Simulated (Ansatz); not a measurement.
**Nudged elastic band of Al2H4Cl2O (part 1 of 2)**

- system: Al2H4Cl2O
- method: RKS PBE0/def2-SVP (Ansatz 0.2.0)

The run did not end well. One setting was made poor on purpose. It belongs to a series of runs on one base structure; here: band between the two ends.

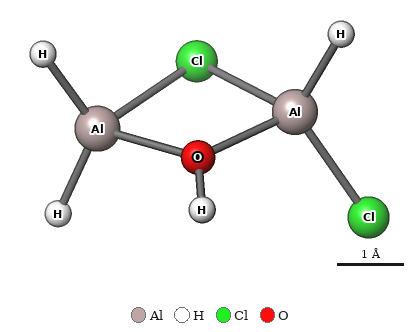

The starting structure (ball-and-stick view, seen on its broad side). Sticks mark near contacts.

The input
```yaml
crystal:
  periodic: [false, false, false]
  atoms:
    - { symbol: Al, position_ang: [0.027345, -0.139134, 0.263852] }
    - { symbol: H, position_ang: [-0.751558, 0.900122, 1.144476] }
    - { symbol: Cl, position_ang: [1.965377, 0.296906, -0.453406] }
    - { symbol: Cl, position_ang: [-1.313076, -0.962307, -1.41107] }
    - { symbol: O, position_ang: [0.033443, -1.874939, 0.905763] }
    - { symbol: Al, position_ang: [-1.019394, -2.949077, -0.212923] }
    - { symbol: H, position_ang: [-0.095277, -3.946983, -1.020241] }
    - { symbol: H, position_ang: [-2.403786, -3.311207, 0.455721] }
    - { symbol: H, position_ang: [0.785926, -2.223181, 1.398528] }
basis:
  gaussian: { orbitals: def2-SVP }
hamiltonian:
  xc: pbe0
neb:
  order_check: false
  images: 7
  f_tol: 0.05
  max_iterations: 6
  final_atoms:
    - { symbol: Al, position_ang: [-0.05556753, -0.43964069, -0.34867711] }
    - { symbol: H, position_ang: [0.09724381, 0.08027925, 1.78622622] }
    - { symbol: Cl, position_ang: [1.86143961, 0.06754082, -1.02281615] }
    - { symbol: Cl, position_ang: [-1.50768497, 1.07241898, -0.24739052] }
    - { symbol: O, position_ang: [-0.49301102, -2.0574661, -0.20223987] }
    - { symbol: Al, position_ang: [-0.97399657, -3.69219115, -0.21444861] }
    - { symbol: H, position_ang: [-0.78304705, -4.523292, 1.12220283] }
    - { symbol: H, position_ang: [-1.58784959, -4.28894658, -1.54629391] }
    - { symbol: H, position_ang: [0.67147331, -0.42850253, 1.74413713] }
  initial_path:
    images:
      - { positions_ang: [[0.027345, -0.139134, 0.263852], [-0.751558, 0.900122, 1.144476], [1.965377, 0.296906, -0.453406], [-1.313076, -0.962307, -1.41107], [0.033443, -1.874939, 0.905763], [-1.019394, -2.949077, -0.212923], [-0.095277, -3.946983, -1.020241], [-2.403786, -3.311207, 0.455721], [0.785926, -2.223181, 1.398528]] }
      - { positions_ang: [[0.0112867, -0.10267262, 0.19776741], [-0.575049, 0.67728437, 1.33573026], [1.94873079, 0.23547636, -0.6167536], [-1.47542906, -0.73177262, -1.33934055], [0.04849605, -1.89669745, 0.84385578], [-0.93601409, -3.05069022, -0.19181603], [-0.04728817, -4.13383711, -0.83945965], [-2.34077512, -3.29287487, 0.17950229], [0.5950419, -1.91401584, 1.50121409]] }
      - { positions_ang: [[-0.0047716, -0.06621124, 0.13168283], [-0.39853999, 0.45444673, 1.52698452], [1.93208458, 0.17404673, -0.78010119], [-1.63778213, -0.50123824, -1.26761111], [0.0635491, -1.9184559, 0.78194855], [-0.85263418, -3.15230344, -0.17070907], [0.00070066, -4.32069121, -0.6586783], [-2.27776423, -3.27454274, -0.09671641], [0.40415779, -1.60485069, 1.60390018]] }
      - { positions_ang: [[-0.02082989, -0.02974986, 0.06559824], [-0.22203099, 0.2316091, 1.71823878], [1.91543837, 0.11261709, -0.94344879], [-1.80013519, -0.27070386, -1.19588166], [0.07860215, -1.94021435, 0.72004133], [-0.76925427, -3.25391666, -0.1496021], [0.04868949, -4.50754532, -0.47789695], [-2.21475335, -3.25621061, -0.37293512], [0.21327369, -1.29568553, 1.70658627]] }
      - { positions_ang: [[-0.03688819, 0.00671152, -0.00048634], [-0.04552198, 0.00877147, 1.90949303], [1.89879216, 0.05118745, -1.10679638], [-1.96248826, -0.04016948, -1.12415222], [0.09365519, -1.9619728, 0.65813411], [-0.68587436, -3.35552988, -0.12849514], [0.09667832, -4.69439942, -0.2971156], [-2.15174247, -3.23787848, -0.64915383], [0.02238958, -0.98652038, 1.80927236]] }
      - { positions_ang: [[-0.04155803, -0.10487653, -0.08753403], [-0.00983053, 0.02664841, 1.87867633], [1.88945402, 0.05527579, -1.08580133], [-1.84878743, 0.23797763, -0.90496179], [-0.05301136, -1.98584612, 0.44304061], [-0.75790491, -3.4396952, -0.14998351], [-0.12325302, -4.65162257, 0.05771401], [-2.01076925, -3.50064551, -0.87343885], [0.18466051, -0.84701591, 1.79298855]] }
      - { positions_ang: [[-0.04622786, -0.21646459, -0.17458173], [0.02586092, 0.04452536, 1.84785963], [1.88011589, 0.05936414, -1.06480627], [-1.73508661, 0.51612475, -0.68577137], [-0.19967791, -2.00971945, 0.22794712], [-0.82993547, -3.52386051, -0.17147187], [-0.34318437, -4.60884571, 0.41254362], [-1.86979603, -3.76341253, -1.09772387], [0.34693144, -0.70751145, 1.77670474]] }
      - { positions_ang: [[-0.05089769, -0.32805264, -0.26162942], [0.06155237, 0.0624023, 1.81704292], [1.87077775, 0.06345248, -1.04381121], [-1.62138579, 0.79427186, -0.46658094], [-0.34634447, -2.03359277, 0.01285363], [-0.90196602, -3.60802583, -0.19296024], [-0.56311571, -4.56606885, 0.76737322], [-1.72882281, -4.02617956, -1.32200889], [0.50920237, -0.56800699, 1.76042094]] }
      - { positions_ang: [[-0.05556753, -0.43964069, -0.34867711], [0.09724381, 0.08027925, 1.78622622], [1.86143961, 0.06754082, -1.02281615], [-1.50768497, 1.07241898, -0.24739052], [-0.49301102, -2.0574661, -0.20223987], [-0.97399657, -3.69219115, -0.21444861], [-0.78304705, -4.523292, 1.12220283], [-1.58784959, -4.28894658, -1.54629391], [0.67147331, -0.42850253, 1.74413713]] }
```

Launch command:
```bash
ansatz run input.yaml --threads 2 --pin off --max-ram 3072MiB --backend cpu --events-out ev --progress --plain --runs-dir out
```

What the program printed
```
Engine: ansatz 0.2.0, aarch64-unknown-linux-gnu
Functional definition: PBE0
  parameter a = 0.25
  parameter kappa = 0.804
  parameter beta = 0.06672455060314922
  exchange = (1 - a)*pbe_x(kappa = kappa, mu = beta*pi^2/3) + a*exact_x
  correlation = pbe_c(beta = beta)
1042 factors; integrals over basis functions are off by at most 2.8e-4 eV
mean field evaluation 1: about -40324.0589 eV, gradient 4.4e1 eV
mean field evaluation 2: about -40320.3080 eV, gradient 6.4e1 eV
mean field evaluation 4: about -40327.5945 eV, gradient 1.6e0 eV
mean field evaluation 8: about -40327.6022 eV, gradient 5.1e-2 eV
mean field evaluation 16: about -40327.6022 eV, gradient 3.4e-6 eV
mean field -40327.60224742 eV, -1482.0120475623 hartree, gradient 3.4e-6 eV, S^2 0.000000; 0 other end points of the search recorded, 0 dependent functions left out
the calculation of the forces begins
reference -40327.60228102 eV, -1482.0120487968 hartree; 36, 36 occupied and 70, 70 virtual orbitals, 1042 factors
1040 factors; integrals over basis functions are off by at most 5.2e-4 eV
mean field -40326.81263459 eV, -1481.9830298259 hartree, gradient 7.1e-5 eV, S^2 0.000000; 0 other end points of the search recorded, 0 dependent functions left out
[... from here on the field's lines of each further geometry are left out, up to the last ...]
NEB iter   1: max|band force component| = 6.780e0 eV/Å  barrier→ = 3.3773 eV  barrier← = 2.5877 eV  Δτ_max = 0.2000 Å  (220 SCF iters)
NEB iter   2: max|band force component| = 2.573e0 eV/Å  barrier→ = 2.1524 eV  barrier← = 1.3628 eV  Δτ_max = 0.2000 Å  (188 SCF iters)
NEB iter   3: max|band force component| = 9.743e0 eV/Å  barrier→ = 1.9584 eV  barrier← = 1.1687 eV  Δτ_max = 0.1003 Å  (186 SCF iters)
NEB iter   4: max|band force component| = 6.618e-1 eV/Å  barrier→ = 1.7572 eV  barrier← = 0.9676 eV  Δτ_max = 0.1975 Å  (180 SCF iters)
NEB iter   5: max|band force component| = 6.112e-1 eV/Å  barrier→ = 1.6407 eV  barrier← = 0.8511 eV  Δτ_max = 0.1974 Å  (183 SCF iters)
the calculation of the forces begins
reference -40326.74198948 eV, -1481.9804336658 hartree; 36, 36 occupied and 70, 70 virtual orbitals, 1044 factors
these checks for a lower state are left out or cut short: starts, cluster_reference, orbital_swaps, neighbouring_geometries, increment
1042 factors; integrals over basis functions are off by at most 5.4e-4 eV
mean field -40326.79167744 eV, -1481.9822596647 hartree, gradient 1.1e-5 eV, S^2 0.000000; 0 other end points of the search recorded, 0 dependent functions left out
the calculation of the forces begins
reference -40326.79171113 eV, -1481.9822609028 hartree; 36, 36 occupied and 70, 70 virtual orbitals, 1042 factors
NEB iter   6: max|band force component| = 6.118e-1 eV/Å  barrier→ = 1.3438 eV  barrier← = 0.5542 eV  Δτ_max = 0.0998 Å  (179 SCF iters)
```

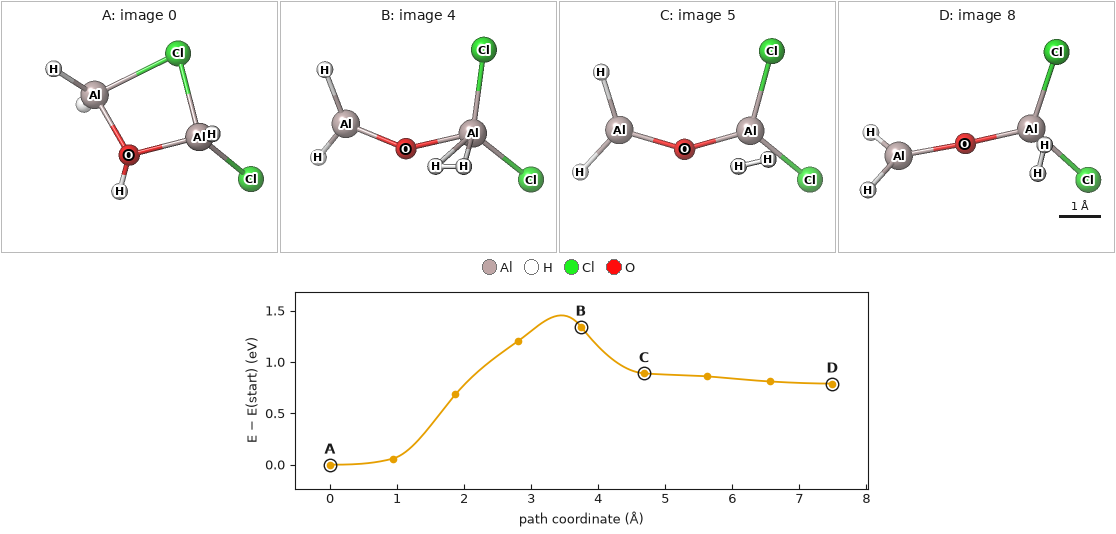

Images of the last band (counted from 0; ball-and-stick, seen at a tilt) above the energy along the path; the line is a cubic interpolation that uses the forces. The highest image is number 4, 1.344 eV above the start and 0.554 eV above the end; the end lies 0.790 eV above the start. The path is 7.50 Å long. The band had not converged after 6 iterations.
